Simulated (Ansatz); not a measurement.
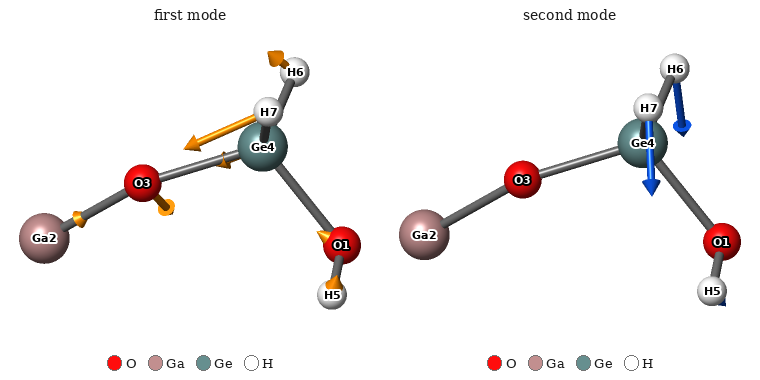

The system is GaGeH3O2; the picture shows the reference structure; its two panels give the patterns of the first and the second mode as arrows. Coordinates scanned: (1) normal mode 5 (333 cm⁻¹); (2) normal mode 10 (819 cm⁻¹). Nothing is relaxed (straight displacements along the two mass-weighted modes). Grid: 15 × 15 points. Points are written as (first, second). Energies: kcal/mol, counted from the lowest grid point. Level of theory: RKS PBE-D4/def2-SVP in Ansatz.

Its coordinates:

```tsv
atom	x (Å)	y (Å)	z (Å)
O	-0.9066	1.0758	-0.8674
Ga	-0.8926	-2.6377	1.2593
O	0.0972	-1.2631	0.5803
Ge	0.4588	0.4167	0.1009
H	-0.9737	0.6129	-1.7230
H	0.5080	1.3411	1.3406
H	1.7701	0.3863	-0.7364
```

Range: normal mode 5 (333 cm⁻¹) from −2.218 to 2.218 amu½·Å; normal mode 10 (819 cm⁻¹) from −0.675 to 0.675 amu½·Å.

**Predict the map.**

The lowest grid point is at (0.000 amu½·Å, 0.000 amu½·Å). No other kind of well shows on this grid. The highest grid point, (2.218 amu½·Å, 0.675 amu½·Å), lies 44.4 kcal/mol above the lowest.

```
normal mode 10 (819 cm⁻¹) ↓, normal mode 5 (333 cm⁻¹) →  −2.218  −1.901  −1.584  −1.267  −0.951  −0.634  −0.317  0.000  0.317  0.634  0.951  1.267  1.584  1.901  2.218
                                                  0.675    31.8    27.2    23.0    19.5    16.6    14.4    13.1   12.8   13.5   15.3   18.3   22.7   28.4   35.7   44.4
                                                  0.579    28.4    23.7    19.6    16.1    13.2    11.0     9.7    9.4   10.0   11.7   14.7   19.0   24.6   31.7   40.2
                                                  0.482    25.4    20.8    16.7    13.2    10.3     8.2     6.9    6.5    7.1    8.8   11.6   15.8   21.3   28.2   36.6
                                                  0.386    23.0    18.4    14.4    10.9     8.0     5.9     4.6    4.1    4.7    6.3    9.1   13.2   18.6   25.4   33.6
                                                  0.289    21.0    16.5    12.5     9.0     6.2     4.1     2.8    2.3    2.9    4.5    7.2   11.2   16.5   23.1   31.2
                                                  0.193    19.6    15.2    11.2     7.7     4.9     2.8     1.5    1.0    1.5    3.1    5.8    9.7   14.9   21.4   29.4
                                                  0.096    18.8    14.3    10.3     6.9     4.1     2.0     0.7    0.3    0.8    2.3    4.9    8.8   13.9   20.4   28.2
                                                  0.000    18.4    14.0    10.0     6.6     3.9     1.8     0.5    0.0    0.5    2.0    4.6    8.4   13.5   19.9   27.7
                                                 −0.096    18.5    14.1    10.2     6.9     4.1     2.0     0.7    0.3    0.8    2.3    4.9    8.7   13.7   20.0   27.8
                                                 −0.193    19.2    14.9    11.0     7.6     4.9     2.8     1.5    1.1    1.6    3.1    5.7    9.5   14.5   20.8   28.5
                                                 −0.289    20.5    16.1    12.2     8.9     6.2     4.2     2.9    2.5    3.0    4.5    7.2   11.0   16.0   22.3   30.0
                                                 −0.386    22.3    18.0    14.1    10.8     8.1     6.1     4.9    4.5    5.1    6.6    9.3   13.1   18.2   24.5   32.2
                                                 −0.482    24.7    20.4    16.6    13.3    10.7     8.7     7.5    7.2    7.8    9.4   12.1   16.0   21.1   27.5   35.2
                                                 −0.579    27.8    23.6    19.8    16.5    13.9    12.0    10.9   10.6   11.2   12.9   15.7   19.6   24.8   31.2   39.0
                                                 −0.675    31.6    27.4    23.6    20.4    17.9    16.0    14.9   14.7   15.4   17.2   20.0   24.0   29.3   35.8   43.6
```

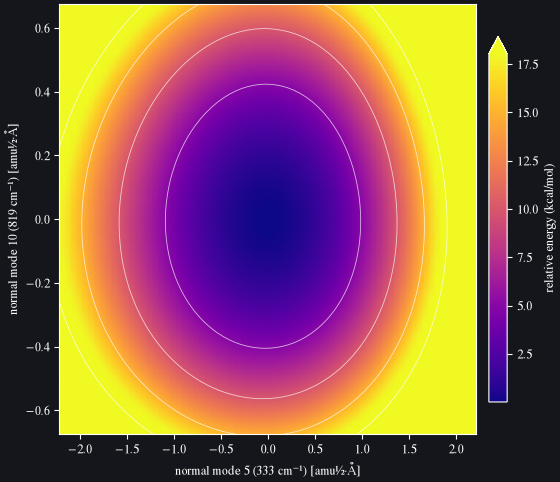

Drawn: a smooth colour map with a few white contour lines, one colour for all values above the top of the scale. Between grid points the surface is interpolated.

Each point was launched as `ansatz run input.yaml --threads 1 --pin off --max-ram 2560MiB --backend cpu --events-out ev --progress --plain --runs-dir out`. Time for the 225 points that were run: 28 min on 1 thread of Arm Neoverse N1 (shared host).
